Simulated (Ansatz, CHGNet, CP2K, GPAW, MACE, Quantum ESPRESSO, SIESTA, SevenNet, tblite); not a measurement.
**Random packing of C72N28 (at. %) (57 atoms) in Quantum ESPRESSO**

Aim: run random packing of C72N28 (at. %) (57 atoms) in Quantum ESPRESSO and see how near its forces come to a plane-wave reference, and at what cost.

Program: Quantum ESPRESSO 7.5. Level of theory: the method is named at each step. Results are calculated unless marked as measured.

### 1. The starting structure

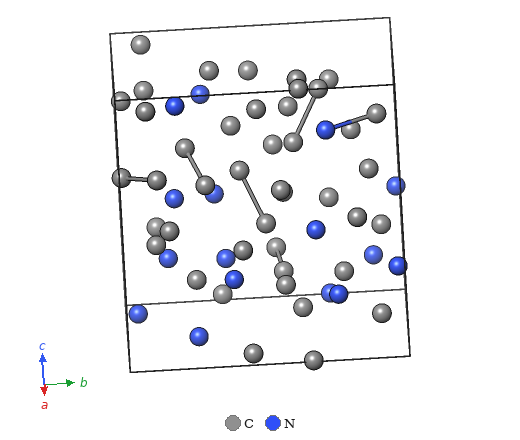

Start, viewed slightly off an axis; carbon grey, nitrogen blue. Bonds to atoms that aren't drawn are left out. Some periodic images of atoms are drawn too.

The cell holds 57 atoms: 41 C and 16 N. Cell: a = 7.976 Å, b = 7.976 Å, c = 7.976 Å, α = 90.0°, β = 90.0°, γ = 90.0°. 57 atoms (41 C, 16 N) packed at random in a cube at 2.35 g/cm³ and pushed apart as soft spheres; a start for melting by ab initio MD, not an equilibrated structure. Then every atom was moved at random, 0.02 Å r.m.s. a Cartesian component.

The yardstick, on the same geometry:

- method: Kohn-Sham DFT, PBE, PAW, plane waves (Ansatz 0.2.0); cutoff 420 eV, Γ point, fermi-dirac smearing of 0.05 eV; PAW set soft_2
- r.m.s. force component: 1.976 eV/Å
- longest force: 7.262 eV/Å
- pressure: -26.61 GPa
- SCF cycles: 9
- time: 3.3 s on 4 threads of Arm Neoverse V1, shared host
- CPU time: 12 s

### 2. PBE, sssp-1.3.0-efficiency, 60/480 Ry

Method: Kohn-Sham DFT, PBE, SSSP efficiency 1.3.0 pseudopotentials, plane waves.

Input file pw.in:

```
&control
  calculation = 'scf'
  pseudo_dir = './pseudo'
  outdir = './tmp'
  disk_io = 'none'
  tprnfor = .true.
  tstress = .true.
/
&system
  ibrav = 0
  nat = 57
  ntyp = 2
  ecutwfc = 60
  ecutrho = 480
  nosym = .true.
  occupations = 'smearing'
  smearing = 'fd'
  degauss = 0.003675
/
&electrons
  conv_thr = 2.9e-07
  electron_maxstep = 100
  mixing_beta = 0.2
  mixing_mode = 'local-TF'
  diagonalization = 'david'
/
ATOMIC_SPECIES
C 12.011 C.upf
N 14.007 N.upf
CELL_PARAMETERS angstrom
7.97600 0.00000 0.00000
0.00000 7.97600 0.00000
0.00000 0.00000 7.97600
ATOMIC_POSITIONS crystal
C 0.00597 0.48401 0.83761
C 0.03952 0.55713 0.56904
C 0.05075 0.76972 0.79905
C 0.39534 0.92633 0.34114
C 0.76720 0.65280 0.98245
C 0.48592 0.62900 0.68293
C 0.92975 0.42733 0.40598
C 0.57031 0.25726 0.21933
C 0.65972 0.50303 0.85490
C 0.53328 0.43183 0.60217
C 0.60335 0.93100 0.79962
C 0.41561 0.02347 0.85269
C 0.17799 0.74598 0.39732
C 0.94264 0.84054 0.50712
C 0.33544 0.34414 0.92591
C 0.47703 0.72881 0.87220
C 0.35897 0.58317 0.47169
C 0.97279 0.13377 0.69179
C 0.28314 0.61800 0.76553
C 0.88845 0.44348 0.01552
C 0.56032 0.51569 0.40910
C 0.89713 0.16892 0.48357
C 0.06686 0.54878 0.19756
C 0.65028 0.11986 0.37480
C 0.72425 0.90960 0.09561
C 0.27648 0.40991 0.70498
C 0.00184 0.10682 0.95371
C 0.27729 0.57015 0.16110
C 0.07934 0.34865 0.03976
C 0.17817 0.10737 0.82796
C 0.80503 0.57418 0.58918
C 0.55947 0.78419 0.21719
C 0.28341 0.83779 0.66812
C 0.03415 0.12622 0.28858
C 0.66446 0.57388 0.20531
C 0.80342 0.00912 0.66652
C 0.54912 0.89248 0.58610
C 0.57312 0.24164 0.70560
C 0.75244 0.30615 0.60934
C 0.98003 0.65620 0.00005
C 0.48978 0.63071 0.07615
N 0.84600 0.75906 0.20466
N 0.75658 0.39030 0.25857
N 0.10543 0.30856 0.78468
N 0.31123 0.16108 0.23978
N 0.26746 0.36654 0.21703
N 0.06656 0.89363 0.14947
N 0.72172 0.69154 0.41530
N 0.16732 0.33820 0.43173
N 0.17072 0.73263 0.04418
N 0.79731 0.21338 0.91737
N 0.12591 0.98736 0.41218
N 0.31382 0.04280 0.04336
N 0.69254 0.74638 0.77199
N 0.42860 0.19422 0.48694
N 0.83253 0.97627 0.29252
N 0.56642 0.25409 0.00952
K_POINTS gamma
```

The run is started by

```sh
> OMP_NUM_THREADS=1 mpirun -np 2 pw.x -in pw.in > output.txt
```

Log:

```text
Program PWSCF
     gamma-point specific algorithms are used
     Parallelization info
     sticks:   dense  smooth     PW     G-vecs:    dense   smooth      PW
     Min        4343    2173    541               304134   107523   13477
     Max        4350    2176    544               304135   107524   13484
     Sum        8693    4349   1085               608269   215047   26961
     bravais-lattice index     =            0
     lattice parameter (alat)  =      15.0725  a.u.
     unit-cell volume          =    3424.1441 (a.u.)^3
     number of atoms/cell      =           57
     number of atomic types    =            2
     number of electrons       =       244.00
     number of Kohn-Sham states=          146
     kinetic-energy cutoff     =      60.0000  Ry
     charge density cutoff     =     480.0000  Ry
     scf convergence threshold =      2.9E-07
     mixing beta               =       0.2000
     number of iterations used =            8  local-TF  mixing
     Exchange-correlation= PBE
                           (   1   4   3   4   0   0   0)
     crystal axes: (cart. coord. in units of alat)
               a(1) = (   1.000000   0.000000   0.000000 )
               a(2) = (   0.000000   1.000000   0.000000 )
               a(3) = (   0.000000   0.000000   1.000000 )
     reciprocal axes: (cart. coord. in units 2 pi/alat)
               b(1) = (  1.000000  0.000000  0.000000 )
               b(2) = (  0.000000  1.000000  0.000000 )
               b(3) = (  0.000000  0.000000  1.000000 )
     PseudoPot. # 1 for C :
     Pseudo is Projector augmented-wave + core cor, Zval =  4.0
     PseudoPot. # 2 for N :
     Pseudo is Ultrasoft + core correction, Zval =  5.0
     atomic species   valence    mass     pseudopotential
     C                 4.00    12.01100     C ( 1.00)
     N                 5.00    14.00700     N ( 1.00)
     No symmetry found
   Cartesian axes
     number of k points=     1  Fermi-Dirac smearing, width (Ry)=  0.0037
                       cart. coord. in units 2pi/alat
        k(    1) = (   0.0000000   0.0000000   0.0000000), wk =   2.0000000
     Dense  grid:   304135 G-vectors     FFT dimensions: ( 108, 108, 108)
     Smooth grid:   107524 G-vectors     FFT dimensions: (  75,  75,  75)
     Check: negative core charge=   -0.000002
     Initial potential from superposition of free atoms
     starting charge     243.9982, renormalised to     244.0000
     Starting wfcs are  228 randomized atomic wfcs
     Self-consistent Calculation
     iteration #  1     ecut=    60.00 Ry     beta= 0.20
     Threshold (ethr) on eigenvalues was too large:
     Diagonalizing with lowered threshold
     total energy              =   -1063.78943326 Ry
     estimated scf accuracy    <       1.94734949 Ry
     iteration #  2     ecut=    60.00 Ry     beta= 0.20
     total energy              =   -1063.64998123 Ry
     estimated scf accuracy    <       0.89742342 Ry
     iteration #  3     ecut=    60.00 Ry     beta= 0.20
     total energy              =   -1063.73137629 Ry
     estimated scf accuracy    <       0.16363087 Ry
     iteration #  4     ecut=    60.00 Ry     beta= 0.20
     total energy              =   -1063.74269055 Ry
     estimated scf accuracy    <       0.07746814 Ry
     iteration #  5     ecut=    60.00 Ry     beta= 0.20
     c_bands:  1 eigenvalues not converged
     total energy              =   -1063.74560705 Ry
     estimated scf accuracy    <       0.03004585 Ry
     iteration #  6     ecut=    60.00 Ry     beta= 0.20
     total energy              =   -1063.74806038 Ry
     estimated scf accuracy    <       0.00649320 Ry
[...]
total energy              =   -1063.74965804 Ry
[...]
iteration # 14     ecut=    60.00 Ry     beta= 0.20
     total energy              =   -1063.74965801 Ry
     estimated scf accuracy    <       0.00000199 Ry
     iteration # 15     ecut=    60.00 Ry     beta= 0.20
     total energy              =   -1063.74965838 Ry
     estimated scf accuracy    <       0.00000093 Ry
     iteration # 16     ecut=    60.00 Ry     beta= 0.20
     End of self-consistent calculation
          k = 0.0000 0.0000 0.0000 ( 13481 PWs)   bands (ev):
   -12.3944 -11.6602 -11.5051 -10.9788 -10.8892 -10.1766  -9.7473  -9.4021
    -9.1505  -8.9115  -8.5741  -8.4855  -8.0850  -7.8561  -7.7227  -7.4998
    -7.3701  -7.1527  -7.0082  -6.7085  -6.4784  -6.3113  -5.9009  -5.7800
    -5.6383  -5.4357  -4.8903  -4.7622  -4.5919  -4.3496  -3.8330  -3.7514
    -3.6487  -3.4799  -3.3576  -3.2474  -2.9285  -2.7945  -2.7065  -2.5717
    -2.1081  -1.8798  -1.8237  -1.8062  -1.6992  -1.5503  -1.4192  -1.2359
[...]
6.7707   6.8520   6.8938   6.9310   7.0492   7.2150   7.2215   7.2810
     7.3162   7.4133   7.4766   7.5782   7.6033   7.7011   7.7793   7.8784
     7.9153   8.0221   8.0972   8.2056   8.2741   8.3226   8.3989   8.4823
     8.6151   8.6742
     the Fermi energy is     6.8660 ev
!    total energy              =   -1063.74965839 Ry
     estimated scf accuracy    <       0.00000024 Ry
     smearing contrib. (-TS)   =      -0.01907786 Ry
     internal energy E=F+TS    =   -1063.73058053 Ry
     The total energy is F=E-TS. E is the sum of the following terms:
     one-electron contribution =      41.24384965 Ry
     hartree contribution      =     116.84905948 Ry
     xc contribution           =    -257.23128930 Ry
     ewald contribution        =    -710.90223461 Ry
     one-center paw contrib.   =    -253.68996576 Ry
     convergence has been achieved in  16 iterations
     Forces acting on atoms (cartesian axes, Ry/au):
     atom    1 type  1   force =    -0.02037360   -0.09561127    0.08062794
     atom    2 type  1   force =    -0.12471044    0.00811981   -0.00420270
     atom    3 type  1   force =     0.04705332   -0.03277665    0.02954629
     atom    4 type  1   force =     0.05838608   -0.05291698    0.00489099
     atom    5 type  1   force =     0.06459566   -0.08804703   -0.01416971
     atom    6 type  1   force =    -0.09071664   -0.05423252   -0.00272403
[...]
atom   55 type  2   force =     0.13765332   -0.04098866    0.01475128
     atom   56 type  2   force =    -0.05398709    0.00580365   -0.08570961
     atom   57 type  2   force =     0.00626678    0.03752597    0.15637142
     Total force =     1.003340     Total SCF correction =     0.000825
     Computing stress (Cartesian axis) and pressure
          total   stress  (Ry/bohr**3)                   (kbar)     P=     -268.34
  -0.00198839   0.00017758   0.00017613         -292.50       26.12       25.91
   0.00017758  -0.00178178   0.00047327           26.12     -262.11       69.62
   0.00017613   0.00047327  -0.00170226           25.91       69.62     -250.41
     Message from routine punch:
     Nothing written, as per user request (disk_io='none')
```

Run time: 80 s. Hardware: 2 MPI ranks of Arm Neoverse V1, shared host; peak memory 1.1 GiB.

Banners, paths, timers and routine set-up lines are dropped from the logs unmarked, and long logs keep their key lines alone; longer cuts are marked.

Compared with the plane-wave run:

* r.m.s. force component: 1.973 eV/Å
* r.m.s. difference of force components: 6.088 meV/Å
* longest difference of force vectors: 19.3 meV/Å
* force difference over r.m.s. force: 0.3081 %
* slope of forces against the reference's: 0.9984
* correlation of force components: 1
* pressure: -26.83 GPa
* pressure difference: -0.2225 GPa

Length of the force difference by element (eV/Å):

```csv
element,atoms,mean,most
C,41,0.0098,0.018
N,16,0.0092,0.019
```

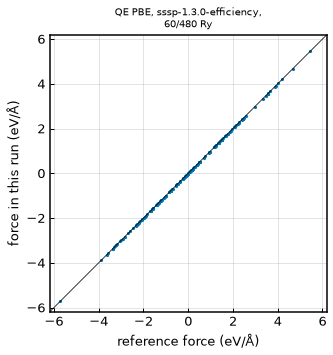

Force components against those of the reference; the line marks equality.

A closer look about C27, picked at random: 9 atoms, nearest first, numbered in the order of the input, with positions taken from that point.

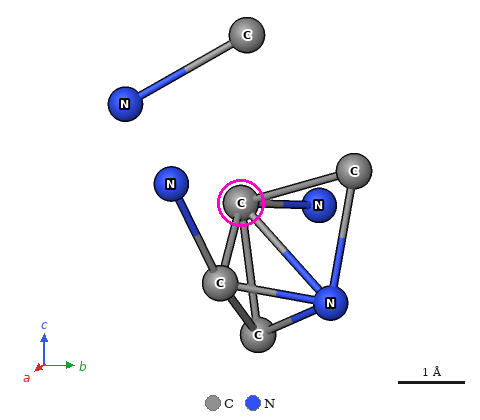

The atoms of the table, within 2.7 Å (arrows a, b, c point along x, y, z); some may hide others; the central atom is ringed.

```csv
atom,x,y,z,distance (Å),Fx,Fy,Fz (eV/Å)
C27,0.00,0.00,0.00,0.00,-0.19,1.69,0.09
C30,1.41,0.00,-1.00,1.73,-3.22,2.10,1.42
N51,-1.63,0.85,-0.29,1.86,1.76,-0.05,0.29
C18,-0.23,0.21,-2.09,2.11,-3.30,-1.82,-1.99
C29,0.62,1.93,0.69,2.14,-1.33,0.15,1.49
N44,0.83,1.61,-1.35,2.26,1.56,2.15,-2.15
N47,0.52,-1.70,1.56,2.37,1.25,-1.55,-1.57
N53,2.49,-0.51,0.72,2.64,1.17,-0.02,-2.29
C34,0.26,0.15,2.67,2.69,-0.38,-3.57,3.87
```

Forces lie 0.31 % from the reference's, at 13 times its CPU time (on 2 against 4 cores).

### 3. PBE, sssp-1.3.0-efficiency, 60/480 Ry, cg

Method: Kohn-Sham DFT, PBE, SSSP efficiency 1.3.0 pseudopotentials, plane waves.

Changes to pw.in since step 2:

```diff
@@ -24,3 +24,3 @@
   mixing_mode = 'local-TF'
-  diagonalization = 'david'
+  diagonalization = 'cg'
 /
```

Log:

```text
[banner, memory and clock lines left out]
Program PWSCF
     gamma-point specific algorithms are used
[... lines left out ...]
     total energy              =   -1063.69381333 Ry
[... lines left out ...]
     c_bands:  1 eigenvalues not converged
[... lines left out ...]
     total energy              =   -1063.74965799 Ry
[... lines left out ...]
     total energy              =   -1063.74965832 Ry
[... lines left out ...]
     the Fermi energy is     6.8660 ev
!    total energy              =   -1063.74965829 Ry
[... lines left out ...]
     The total energy is F=E-TS. E is the sum of the following terms:
[... lines left out ...]
     convergence has been achieved in  19 iterations
     Forces acting on atoms (cartesian axes, Ry/au):
     atom    1 type  1   force =    -0.02037380   -0.09561367    0.08062790
     atom    2 type  1   force =    -0.12470694    0.00812264   -0.00419984
     atom    3 type  1   force =     0.04705907   -0.03277593    0.02954416
[...]
atom   56 type  2   force =    -0.05397946    0.00579645   -0.08572437
     atom   57 type  2   force =     0.00626965    0.03752621    0.15637008
     Total force =     1.003338     Total SCF correction =     0.001034
     Computing stress (Cartesian axis) and pressure
          total   stress  (Ry/bohr**3)                   (kbar)     P=     -268.35
  -0.00198843   0.00017754   0.00017613         -292.51       26.12       25.91
   0.00017754  -0.00178178   0.00047329           26.12     -262.11       69.62
   0.00017613   0.00047329  -0.00170231           25.91       69.62     -250.42
     Message from routine punch:
     Nothing written, as per user request (disk_io='none')
```

Elapsed: 3.4 min, on 2 MPI ranks; peak memory 1.1 GiB; 6.8 min of CPU time.

Against the reference:

```yaml
r_m_s_force_component: 1.973 eV/Å
r_m_s_difference_of_force_components: 6.088 meV/Å
longest_difference_of_force_vectors: 19.46 meV/Å
force_difference_over_r_m_s_force: 0.3081 %
slope_of_forces_against_the_reference_s: 0.9984
correlation_of_force_components: 1
pressure: -26.83 GPa
pressure_difference: -0.2232 GPa
energy_less_the_same_level_run_s: 0 meV/atom
r_m_s_force_difference_from_the_same_level_run: 0.153 meV/Å
```

Against the first run (0.31 %), the force difference from the reference is 0.31 %, at 2.6 times the CPU time: another solver or mixer reaches the same state.

### 4. PBE, gbrv-1.5, 40/200 Ry

Method: Kohn-Sham DFT, PBE, GBRV 1.5 ultrasoft pseudopotentials, plane waves.

The pseudopotential files are exchanged too: ./pseudo now holds the set gbrv-pbe-1.5.

Changes to pw.in since step 3:

```diff
@@ -12,4 +12,4 @@
   ntyp = 2
-  ecutwfc = 60
-  ecutrho = 480
+  ecutwfc = 40
+  ecutrho = 200
   nosym = .true.
@@ -24,3 +24,3 @@
   mixing_mode = 'local-TF'
-  diagonalization = 'cg'
+  diagonalization = 'david'
 /
```

The run is started by

```sh
> OMP_NUM_THREADS=1 pw.x -in pw.in > output.txt
```

Log:

```text
Program PWSCF
     gamma-point specific algorithms are used
     sticks:   dense  smooth     PW     G-vecs:    dense   smooth      PW
     Sum        3593    2885    725               163323   116921   14771
     bravais-lattice index     =            0
     lattice parameter (alat)  =      15.0725  a.u.
     unit-cell volume          =    3424.1441 (a.u.)^3
     number of atoms/cell      =           57
     number of atomic types    =            2
     number of electrons       =       244.00
     number of Kohn-Sham states=          146
     kinetic-energy cutoff     =      40.0000  Ry
     charge density cutoff     =     200.0000  Ry
     scf convergence threshold =      2.9E-07
     mixing beta               =       0.2000
[... lines left out ...]
     number of k points=     1  Fermi-Dirac smearing, width (Ry)=  0.0037
[... lines left out ...]
     total energy              =    -777.89688525 Ry
[... lines left out ...]
     total energy              =    -777.77470414 Ry
[... lines left out ...]
     total energy              =    -777.83227732 Ry
[... lines left out ...]
     total energy              =    -777.84038737 Ry
[... lines left out ...]
     total energy              =    -777.84038760 Ry
[... lines left out ...]
          k = 0.0000 0.0000 0.0000 (  7386 PWs)   bands (ev):
   -12.3757 -11.6419 -11.4861 -10.9557 -10.8680 -10.1562  -9.7280  -9.3801
    -9.1302  -8.8902  -8.5538  -8.4625  -8.0626  -7.8344  -7.7001  -7.4773
    -7.3492  -7.1308  -6.9846  -6.6849  -6.4571  -6.2906  -5.8792  -5.7585
[...]
7.3336   7.4299   7.4948   7.5953   7.6196   7.7185   7.7980   7.8963
     7.9333   8.0400   8.1153   8.2239   8.2919   8.3403   8.4180   8.5011
     8.6339   8.6908
     the Fermi energy is     6.8832 ev
!    total energy              =    -777.84038785 Ry
     estimated scf accuracy    <       0.00000015 Ry
     smearing contrib. (-TS)   =      -0.01905825 Ry
     internal energy E=F+TS    =    -777.82132960 Ry
     The total energy is F=E-TS. E is the sum of the following terms:
     one-electron contribution =      32.03178002 Ry
     hartree contribution      =     116.62622152 Ry
     xc contribution           =    -215.57709640 Ry
     ewald contribution        =    -710.90223474 Ry
     convergence has been achieved in  16 iterations
     Forces acting on atoms (cartesian axes, Ry/au):
     atom    1 type  1   force =    -0.02023595   -0.09521889    0.08094493
     atom    2 type  1   force =    -0.12454896    0.00836617   -0.00378450
     atom    3 type  1   force =     0.04710232   -0.03295316    0.02936641
[...]
atom   56 type  2   force =    -0.05425842    0.00645950   -0.08550350
     atom   57 type  2   force =     0.00616484    0.03780518    0.15614690
     Total force =     1.003809     Total SCF correction =     0.000647
     Computing stress (Cartesian axis) and pressure
          total   stress  (Ry/bohr**3)                   (kbar)     P=     -267.82
  -0.00198646   0.00017765   0.00017683         -292.22       26.13       26.01
   0.00017765  -0.00177719   0.00047486           26.13     -261.43       69.85
   0.00017683   0.00047486  -0.00169826           26.01       69.85     -249.82
     Message from routine punch:
     Nothing written, as per user request (disk_io='none')
```

It took 46 s on 1 thread; peak memory 0.35 GiB.

Compared with the plane-wave run:

```
r.m.s. force component                  : 1.974 eV/Å
r.m.s. difference of force components   : 9.005 meV/Å
longest difference of force vectors     : 26.99 meV/Å
force difference over r.m.s. force      : 0.4557 %
slope of forces against the reference's : 0.9988
correlation of force components         : 1
pressure                                : -26.78 GPa
pressure difference                     : -0.1708 GPa
```

Against the first run (0.31 %), the force difference from the reference is 0.46 %, at 0.29 times the CPU time (on 1 against 2 cores).

The run ends at a pressure of -26.78 GPa, with forces up to 7.3 eV/Å.

### 5. Side by side

Differences are against the plane-wave reference, forces as r.m.s. over components; share is that over the reference's r.m.s. force, slope the least-squares factor from reference forces to these. Total energies of different programs have different zeros and aren't compared.

```csv
run,"Δ force, r.m.s. (meV/Å)",share (%),slope,Δ pressure (GPa),cores,CPU time,memory (GiB)
reference,-,-,-,-,4,12 s,0.58
"QE PBE, sssp-1.3.0-efficiency, 60/480 Ry",6.09,0.308,0.998,-0.223,2,2.7 min,1.1
"QE PBE, sssp-1.3.0-efficiency, 60/480 Ry, cg",6.09,0.308,0.998,-0.223,2,6.8 min,1.1
"QE PBE, gbrv-1.5, 40/200 Ry",9.01,0.456,0.999,-0.171,1,46 s,0.35
```

CPU time is summed over cores on a shared host, where runs went side by side, so it is rough. Symmetry, cutoffs, thresholds, outputs and thread counts weren't matched or tuned between programs; memory under MPI is the largest rank's times the ranks.

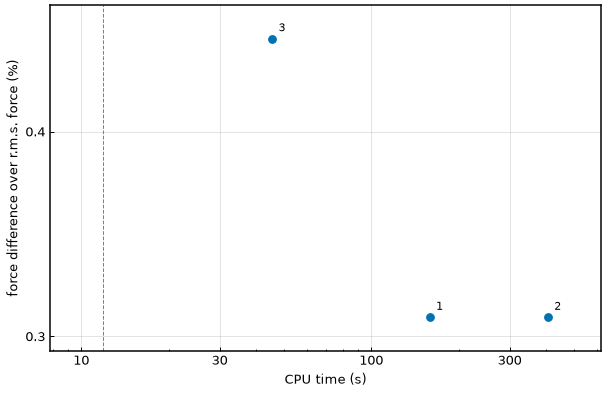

Force difference against CPU time; the dashed line marks the reference's time. Points: 1 QE PBE, sssp-1.3.0-efficiency, 60/480 Ry; 2 QE PBE, sssp-1.3.0-efficiency, 60/480 Ry, cg; 3 QE PBE, gbrv-1.5, 40/200 Ry.

Within one program, basis, potentials and functional, energies share a zero. Each run against its twin at the usual cutoff or grid and solver:

```csv
run,twin,Δ energy (meV/atom),"Δ force, r.m.s. (meV/Å)",CPU time over the twin's
"QE PBE, sssp-1.3.0-efficiency, 60/480 Ry, cg","sssp-1.3.0-efficiency, 60/480 Ry",0,0.153,2.6
```

### 6. What came out

```json
{
  "nearest in forces": "a tie at 0.31 % of 2 runs: QE PBE, sssp-1.3.0-efficiency, 60/480 Ry; QE PBE, sssp-1.3.0-efficiency, 60/480 Ry, cg"
}
```

PBE on plane waves or a grid with other potentials, cutoffs or grids differs from the reference by 0.31 % (QE PBE, sssp-1.3.0-efficiency, 60/480 Ry) to 0.46 % (QE PBE, gbrv-1.5, 40/200 Ry) of the r.m.s. force; this holds the reference's own error, so differences of a few per cent don't tell which side is nearer the exact PBE result (QE's 60 Ry are 816 eV, against the reference's 420 eV). None of the electronic-structure runs in the table takes under half the reference's CPU time of 12 s; they take 3.8 to 34 times as much. The reference's stress is far from hydrostatic: its diagonal is -29.0, -26.0, -24.8 GPa, compression counted positive. The reference's pressure of -27 GPa says that the cell would shrink at this level of theory. The electronic-structure runs sample only Γ, in a cell whose shortest periodic width is 8 Å, which is coarse for a cell with partly filled levels.

[Also dropped from logs without a mark: logging warnings of Python, and SIESTA's first energy breakdown and zero terms.]

[Logs are printed without paths, hosts, clocks, repeated set-up lines and the standing remarks that a program may print on its own settings, such as how far it seeks lower states.]

[Hosts, paths, dates, database ids (printed as entryN), source tags and the programs' standing remarks are cut or masked in the printed files.]
